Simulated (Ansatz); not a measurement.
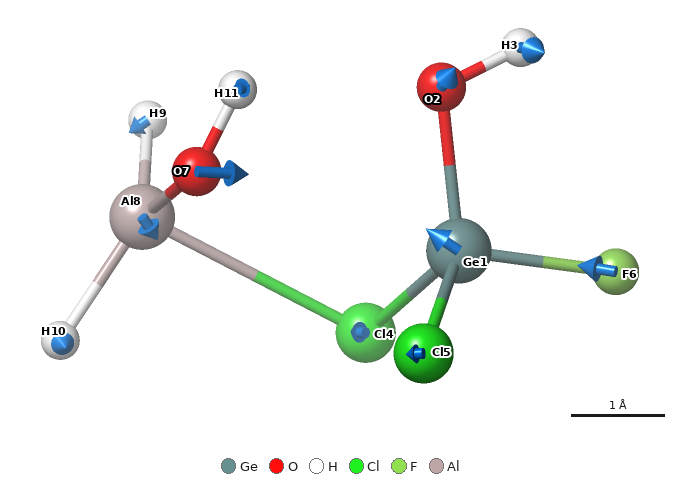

A relaxation of AlGeH4O2Cl2F. The starting structure is drawn; blue arrows show the displacements, at their true length. The two geometries are superimposed by the best rigid fit.

A ball-and-stick model, seen at a tilt.

The run prepares an end point of a later path (reaction) calculation, from a guessed geometry.

The calculation used Ansatz 0.2.0, RKS PBE/def2-SVP.

Input
```yaml
crystal:
  periodic: [false, false, false]
  atoms:
    - { symbol: Ge, position_ang: [-0.114131, 0.066034, 0.010918] }
    - { symbol: O, position_ang: [-0.552265, -0.215306, 1.704959] }
    - { symbol: H, position_ang: [-0.974717, -1.097526, 1.781017] }
    - { symbol: Cl, position_ang: [2.042147, -0.076338, -0.37668] }
    - { symbol: Cl, position_ang: [-0.978808, 1.780931, -0.910864] }
    - { symbol: F, position_ang: [-0.736339, -1.331626, -0.830411] }
    - { symbol: O, position_ang: [1.069869, 2.048198, 1.86448] }
    - { symbol: Al, position_ang: [2.754248, 1.602029, 1.67821] }
    - { symbol: H, position_ang: [3.380886, 0.497778, 2.650942] }
    - { symbol: H, position_ang: [3.610222, 2.607283, 0.786924] }
    - { symbol: H, position_ang: [0.513188, 1.546342, 2.509004] }
basis:
  gaussian: { orbitals: def2-SVP }
hamiltonian:
  xc: pbe
relax:
  f_tol: 0.03
  max_steps: 50
output:
  orbitals: {}
```

Run as
```bash
ansatz run input.yaml --threads 4 --pin off --max-ram 5120MiB --backend cpu --events-out ev --progress --plain --runs-dir out
```

**Describe the change and its energy.**

O7 moves most after the best rigid fit: 0.63 Å. By element the largest moves are O 0.63 Å, H 0.49 Å, F 0.45 Å, Ge 0.43 Å, Al 0.34 Å, Cl 0.25 Å. Some distances before and after: Ge1–O7 2.961 → 1.984 Å, Cl4–Al8 2.747 → 2.346 Å, Ge1–Cl4 2.195 → 2.405 Å, O7–Al8 1.752 → 1.875 Å. New bonds form, among them: Ge1–O7 (2.96 → 1.98 Å). Among the angles between lasting bonds that change: O2–Ge1–Cl4 113.7° → 130.4°, Cl4–Ge1–F6 102.3° → 86.4°, Cl4–Al8–H9 97.7° → 109.4°. Groups turn about O7–Al8 by about 35°. After 12 geometry steps the energy has fallen by 54.7 kJ/mol. The largest force component goes from 0.53 to 0.021 eV/Å. The run took 29 s on 4 threads of Arm Neoverse V2, with other jobs on the host, peak memory 0.24 GiB.
